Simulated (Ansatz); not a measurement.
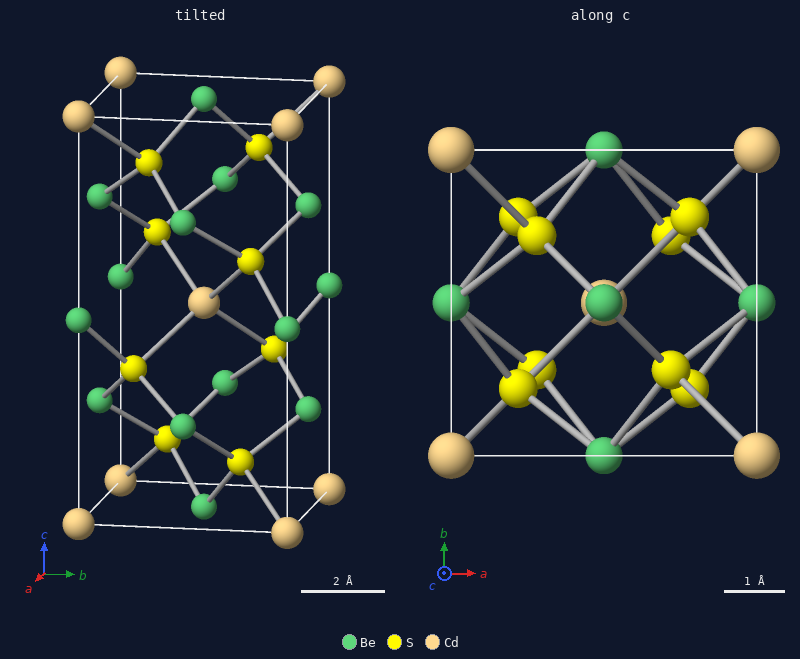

Ball-and-stick representation of a periodic structure, projected slightly off an axis and along the c axis. One conventional unit cell is framed, with atoms on its boundary repeated.

Be₃CdS₄, space group I-42m (No. 121), a = 5.153 Å, b = 5.153 Å, c = 10.090 Å, α = 90.00°, β = 90.00°, γ = 90.00°. The starting point was a structure type filled with these elements by a generator (whether the compound takes this form wasn't checked). Earlier steps of the study, as a rule a relaxation of our own, may have changed the cell and positions, so they can lie some per cent off the listed ones. A calculation with Ansatz used it as input.

This one geometry was computed with Ansatz (DFT, plane waves, PAW) at five levels of theory: PBE0, r2SCAN, PBE, HSE06 and PBE with spin-orbit coupling. It was relaxed beforehand with r2SCAN.

How does the band gap change with the level of theory?

Answer. PBE with spin-orbit coupling: a gap of 3.16 eV, direct; PBE: a gap of 3.19 eV, direct; r2SCAN: a gap of 3.61 eV, direct; HSE06: a gap of 4.11 eV, direct; PBE0: a gap of 4.82 eV, direct.

Collect the results in a table.

Answer.
| level | cutoff (eV) | k-mesh of the run's cell | gap (eV) | pressure (GPa) |
| --- | --- | --- | --- | --- |
| PBE0 | 420 | 4×4×4 | 4.82 | -0.6 |
| r2SCAN | 500 | 8×8×8 | 3.61 | 0.0 |
| PBE | 420 | 8×8×8 | 3.19 | 0.8 |
| HSE06 | 420 | 4×4×4 | 4.11 | -0.5 |
| PBE with spin-orbit coupling | 420 | 8×8×8 | 3.16 | 0.8 |

Gaps are taken on the k-mesh or band path of each run.
